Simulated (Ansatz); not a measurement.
Profile along the Nb–Nb line in Nb (bcc, W type)

Nb (bcc, W type)

```yaml
crystal:
  lattice:
    - [-1.65481, 1.65481, 1.65481]
    - [1.65481, -1.65481, 1.65481]
    - [1.65481, 1.65481, -1.65481]
  atoms:
    - { symbol: Nb, position: [0.00000, 0.00000, 0.00000] }
```

Fields along a shortest Nb–Nb line of a {211} plane (2.87 Å), from Nb to Nb, interpolated on the slice's grid (step about 0.1 Å). All values below come from PBE (plane waves to 420 eV, PAW, scalar-relativistic; Ansatz, a first-principles code). k mesh 20×20×20. These are valence fields of a PAW run, semicore shells included where kept as valence: close to a nucleus they are smooth pseudo fields. Nb is run without spin polarisation. Nb was relaxed with its symmetry unable to fall.

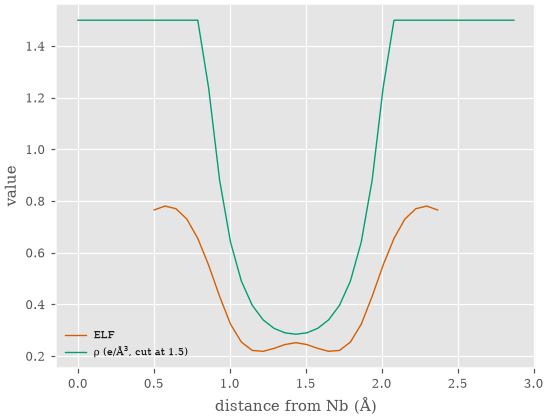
*ELF (away from the nuclei) and valence density from Nb to Nb.*

Density on the Nb–Nb line (2.87 Å) at its midpoint: 0.28 e/Å³. ELF at that point: 0.25.
